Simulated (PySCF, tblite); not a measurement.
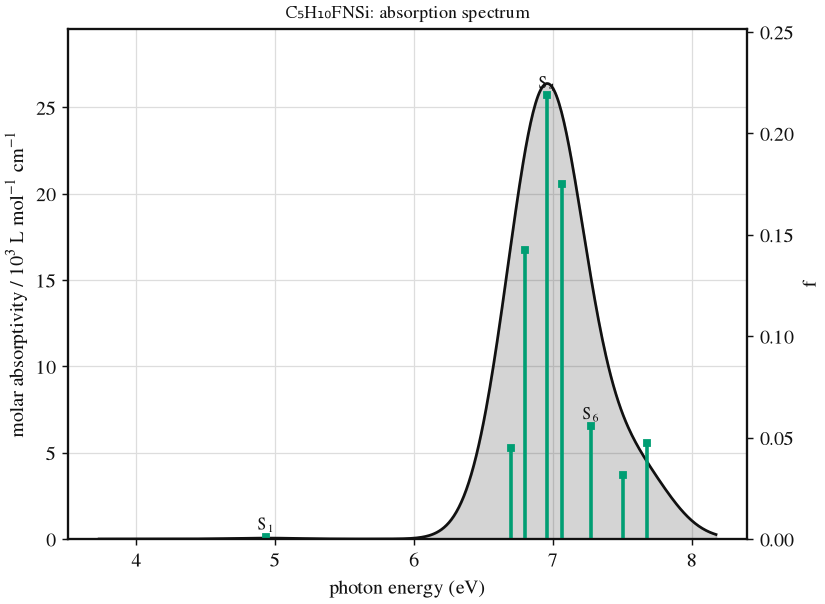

Computed absorption of C₅H₁₀FNSi, SMILES C=NC[SiH2]CC(=C)F. Vertical TDDFT excitations, CAM-B3LYP/def2-SVPD, PySCF, at a GFN2-xTB geometry (a minimum by its frequencies), gas phase. The lowest 8 singlet states are shown; each is broadened by a Gaussian of 1/e half-width 0.33 eV. Sticks give oscillator strengths (right axis).

Which of the computed transitions is the brightest, and what character does the calculation give it?

Answer. S4 at 6.96 eV (178 nm), f = 0.219, mainly HOMO−2 → LUMO (51 %).

Where is the maximum of the broadened curve, and how high is it?

Answer. At about 7.0 eV (178 nm), with ε near 26000 L mol⁻¹ cm⁻¹.

List the transitions behind the spectrum.

Answer.
```csv
state,E (eV),λ (nm),f,main character
S1,4.94,251,0.001,HOMO−1 → LUMO (90 %)
S2,6.70,185,0.045,HOMO → LUMO (83 %)
S3,6.80,182,0.142,HOMO → LUMO+1 (66 %)
S4,6.96,178,0.219,HOMO−2 → LUMO (51 %)
S5,7.06,176,0.175,HOMO → LUMO+2 (41 %)
S6,7.27,170,0.056,HOMO−1 → LUMO+2 (42 %)
S7,7.51,165,0.032,HOMO → LUMO+3 (49 %)
S8,7.67,162,0.047,HOMO−1 → LUMO+1 (50 %)
```

Note: the tight-binding geometry is rougher than a DFT one and adds to the error; one conformer of a flexible molecule; core orbitals are frozen in the response.
